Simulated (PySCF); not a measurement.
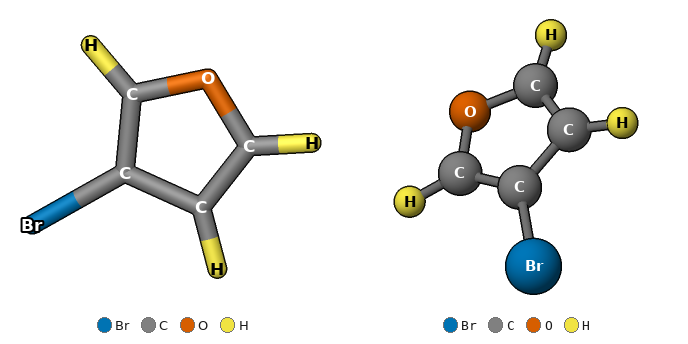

Both panels show the same species.

The geometry was computed by an optimisation with PBE0-D3(BJ)/def2-SVP. No frequency run is at hand to confirm it as a minimum.

What does the picture show?

The molecule is C4H3BrO. SMILES: `Brc1ccoc1`. Independent rings (smallest set): 1 of 5 members, 1 of them aromatic. Among its groups: C–Br bond. The point group is Cs. All atoms lie on one plane. Coordination: 4 C trigonal planar; 1 O bent.

The parts below concern this one geometry. Atoms keep their numbers from picture to picture.

**Shape**

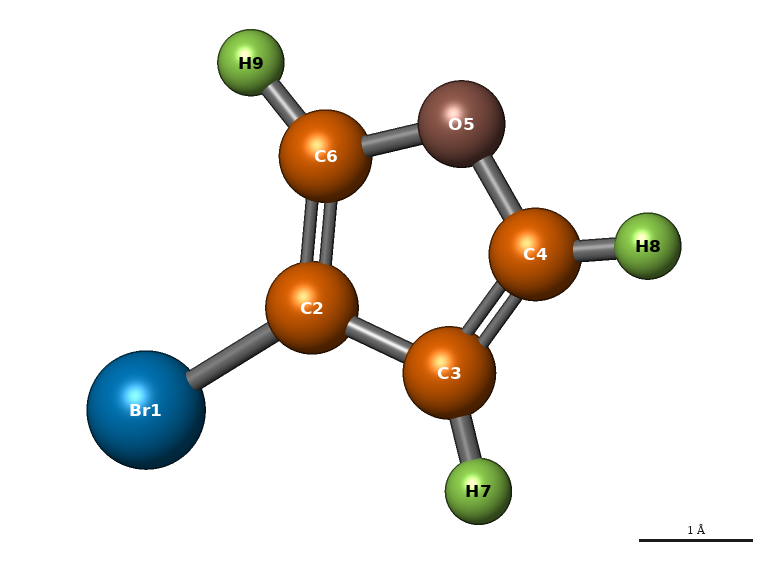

The atoms are numbered. No frequency run is at hand to confirm it as a minimum.

Estimate the angles Br1–C2–C3, Br1–C2–C6, C3–C2–C6, C2–C3–C4, C2–C3–H7, C4–C3–H7, C3–C4–O5, C3–C4–H8, O5–C4–H8, C4–O5–C6, C2–C6–O5, C2–C6–H9, O5–C6–H9.

```json
{"angle": "Br1–C2–C3", "degrees": "126.6"}
{"angle": "Br1–C2–C6", "degrees": "126.5"}
{"angle": "C3–C2–C6", "degrees": "106.9"}
{"angle": "C2–C3–C4", "degrees": "105.0"}
{"angle": "C2–C3–H7", "degrees": "127.3"}
{"angle": "C4–C3–H7", "degrees": "127.7"}
{"angle": "C3–C4–O5", "degrees": "110.8"}
{"angle": "C3–C4–H8", "degrees": "133.0"}
{"angle": "O5–C4–H8", "degrees": "116.3"}
{"angle": "C4–O5–C6", "degrees": "107.9"}
{"angle": "C2–C6–O5", "degrees": "109.4"}
{"angle": "C2–C6–H9", "degrees": "133.1"}
{"angle": "O5–C6–H9", "degrees": "117.4"}
```

**Dipole moment**

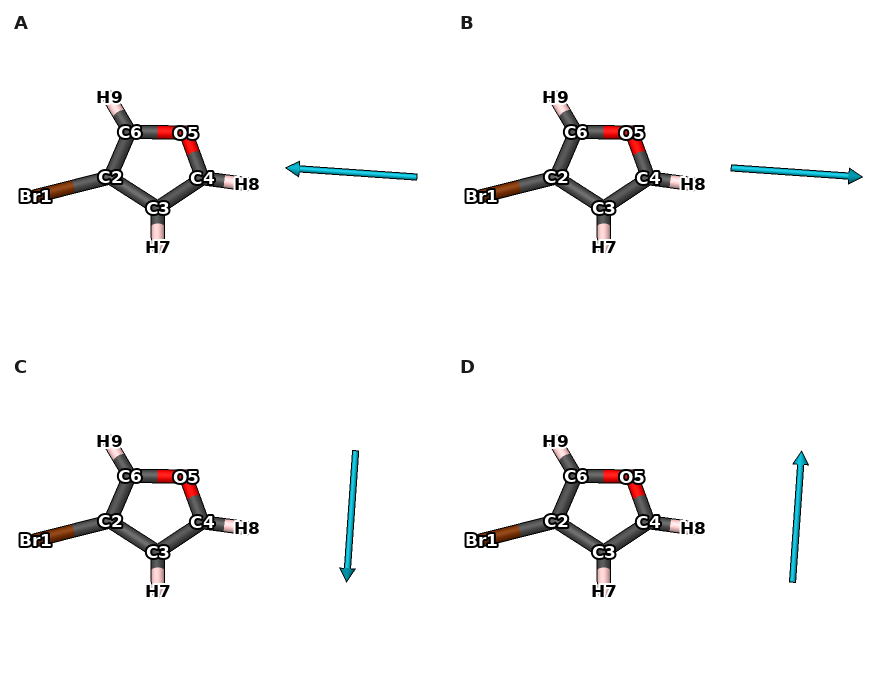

The same molecule four times, each with an arrow. No frequency run is at hand to confirm it as a minimum. Level of theory: ωB97X-D/def2-SVPD, gas phase (PySCF 2.14.0).

Question: Which arrow points along the dipole moment, from the negative to the positive end?

Answer: B. The dipole moment is 1.13 D; it points from the side of Br1 to the side of H8 (the outermost atoms at the two ends).

**Levels of theory compared**

No frequency run is at hand to confirm it as a minimum. Program: PySCF 2.14.0.

At this fixed geometry, give HOMO energy (eV) at these levels: CAM-B3LYP/def2-SVPD; LC-wPBE/def2-SVPD; PBE0/6-31G*; PBE0/def2-SVP; PBE0/def2-TZVP; ωB97X-D/def2-SVPD.

```csv
level,HOMO energy (eV)
CAM-B3LYP/def2-SVPD,−8.15
LC-wPBE/def2-SVPD,−9.49
PBE0/6-31G*,−6.61
PBE0/def2-SVP,−6.77
PBE0/def2-TZVP,−6.79
ωB97X-D/def2-SVPD,−8.70
```

**Polarisability**

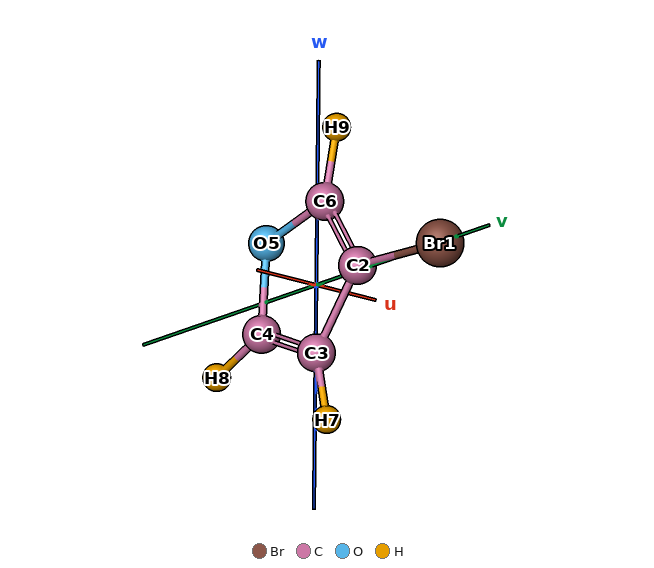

The lines u, v and w are the principal axes of the static dipole polarisability. No frequency run is at hand to confirm it as a minimum. Level of theory: LC-wPBE/def2-SVPD (PySCF 2.14.0).

Question: Along which axis is the molecule most polarisable, and along which least?

Answer: Most along v (in the molecular plane, nearly parallel to the Br1–C2 bond), least along u (normal to the molecular plane).

Question: Give the three principal values.

Answer: u 45.5, v 86.5, w 66.1 bohr³; mean 66.0, anisotropy 35.6 bohr³.
